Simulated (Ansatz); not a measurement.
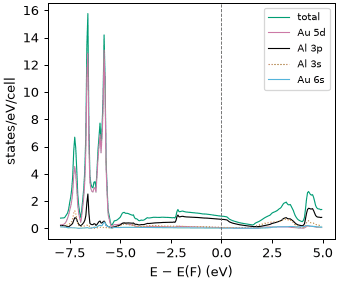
Figure: Total and projected density of states of Al₂Au (fluorite or antifluorite type, Fm-3m), r²SCAN in the plane-wave PAW code Ansatz

**Question.** Which orbitals carry the states next to the Fermi level?

**Answer.** Within 0.5 eV of the Fermi level: Al 3p 73 %, Al 3s 8 %, Au 5d 6 %, outside the projected shells 11 %. Projections are on Löwdin-orthogonalised atomic valence shells; empty p or d shells of many metals are not among them.

**Question.** Where is the tallest occupied peak in this window, and what makes it?

**Answer.** Near -6.6 eV, about 16 states/eV per cell; the largest projected share is Au 5d.

The cell was relaxed with r²SCAN under the symmetry of its start. Spin–orbit coupling is left out wherever it is not named.

Potentials: the earlier of the program's two PAW sets.
